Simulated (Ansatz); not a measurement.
NH3···HCl (SMILES N.Cl)

Input file:

```
crystal:
  periodic: [false, false, false]
  atoms:
    - {symbol: N, position_ang: [-0.004516, -0.012518, -0.600601]}
    - {symbol: H, position_ang: [-0.130017, 0.918744, -0.978276]}
    - {symbol: H, position_ang: [0.867350, -0.383305, -0.958378]}
    - {symbol: H, position_ang: [-0.759019, -0.595679, -0.941611]}
    - {symbol: Cl, position_ang: [0.021318, 0.059167, 2.831311]}
    - {symbol: H, position_ang: [0.011151, 0.030995, 1.479828]}
basis:
  gaussian: {orbitals: "def2-TZVPPD.json"}
hamiltonian: {xc: pbe0, dispersion: d4}
output: {orbitals: {seedname: orbitals}}
```

Launched as:

```sh
ansatz run in.yaml --threads 2 --pin off --events-out ev --progress --plain --max-ram 5222MiB
```

Geometry: rigid move from PBE0-D4/def2-TZVP.

Theory: RKS PBE0-D4/def2-TZVPPD (Ansatz).

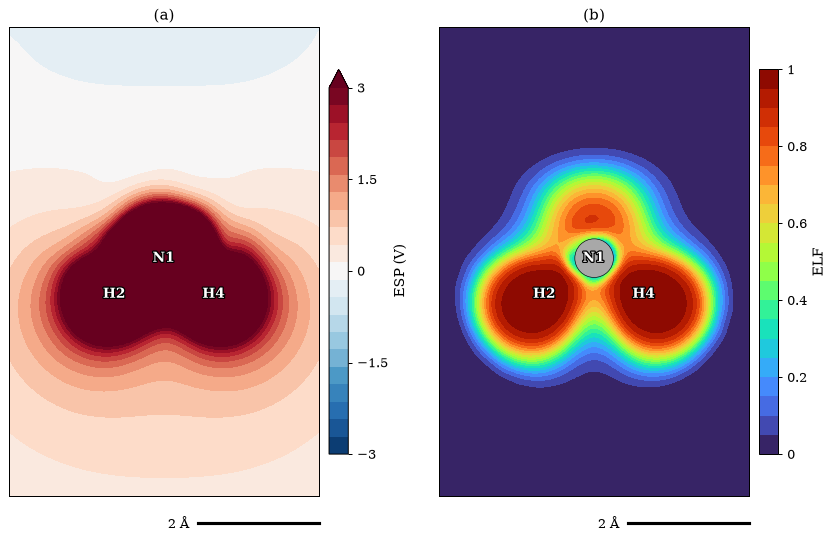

Figure 1. (a) electrostatic potential; (b) electron localisation function on the plane of atoms H2, N1 and H4. Grey discs cover the atomic cores in the ELF map.

> Interpret the plot.

The plane passes through N and H nuclei.
N–H (1.01 Å): the ELF climbs to about 1 towards the hydrogen, as it does in any bond to H; an ordinary covalent bond to hydrogen.
The potential has no marked negative region in this plane.

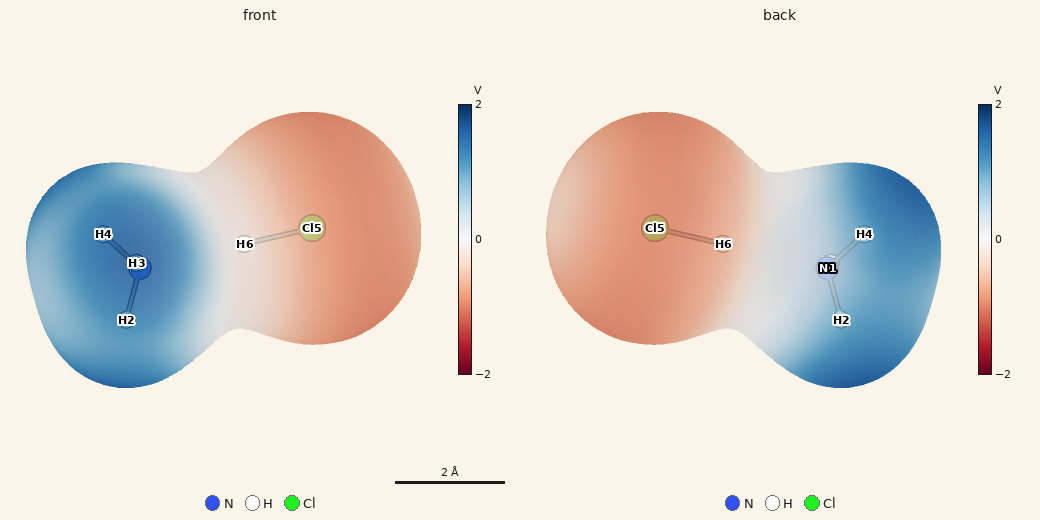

Figure 2. The molecular electrostatic potential painted on the density surface at 0.001 e/bohr³, seen from the front and from behind; red is negative and blue positive.

> Describe the electrostatic potential map.

The most negative region (about −0.9 V) lies over Cl5, the most positive (about +1.7 V) over H2, H3 and H4.

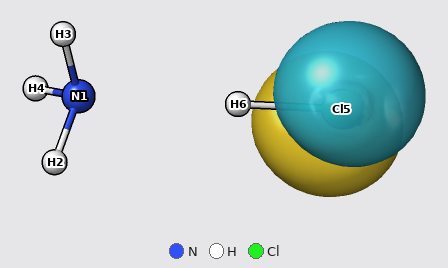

Figure 3. The HOMO at ±0.2 Å⁻³ᐟ² (yellow and cyan are the two phases), seen at a tilt.

> Where does this orbital lie, and at what energy?

It lies mainly on Cl5 (about 95 %); largely a lone pair of Cl5. It is one of a degenerate set, so its orientation is arbitrary. Its energy is −8.58 eV.
